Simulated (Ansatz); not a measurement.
Band structure of CoP (P4_2/mmc, 4 atoms in the cell).

```
CoP
1.0
    3.47250     0.00000     0.00000
    0.00000     3.47250     0.00000
    0.00000     0.00000     6.11440
Co P
2 2
Cartesian
  0.00000   1.73625   0.00000
  1.73625   0.00000   3.05720
  0.00000   0.00000   1.52860
  0.00000   0.00000   4.58580
```
Moments meant for the start (each program seeds them in its own way; μB, in the order of the atoms Co Co P P): 3.0 3.0 0.0 0.0.

Computed with PBE (plane waves, PAW; Ansatz, a quantum-chemistry and plane-wave program).

Settings: basis.ecutwfc = 30.9 Ry; kpoints.mp_grid.grid = 5 5 3; hamiltonian.xc = pbe; hamiltonian.pseudopotentials = {kind: paw} (the program's default PAW files); magnetization.spin_polarized = true; scf.occupations.method = fermi_dirac; scf.occupations.width = 0.0073 Ry; kpoints.band_path.npoints = 16.

The starting cell was generated: these elements placed on a structure prototype, without a prior relaxation; it need not be a known phase or ordering of this composition. Its lattice was rescaled by a random factor within 2.5 % of one. The magnetic order is the one reached from the typed start; others were not searched systematically. The program warned that, by what it read of turns of the moments, another magnetic order lies lower.

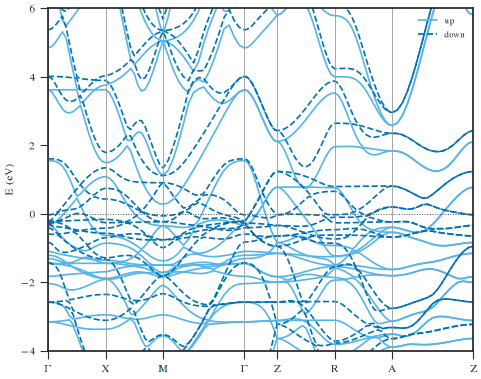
Figure. Bands along the path, energies from the Fermi level.

Levels in eV from the Fermi level, bands 20 to 27 of the first spin channel:
```csv
point,20,21,22,23,24,25,26,27
Γ,-1.22,-1.10,-0.33,-0.33,1.55,3.62,3.62,4.84
X,-1.45,-1.36,-0.86,-0.64,1.08,1.49,3.62,3.75
M,-1.50,-1.50,-1.38,-0.35,-0.35,0.27,1.13,5.03
Z,-1.16,-0.84,-0.84,0.77,0.77,2.11,2.11,5.79
R,-1.50,-1.26,-1.24,-0.93,0.76,1.96,3.52,3.99
A,-1.63,-0.55,-0.55,-0.40,-0.40,1.83,1.83,2.57
```

Bands cross the Fermi level along this path, so the cell is metallic at this level.

The net moment of the cell came out as 2.53 μB.

Keys are those of Ansatz 0.2.
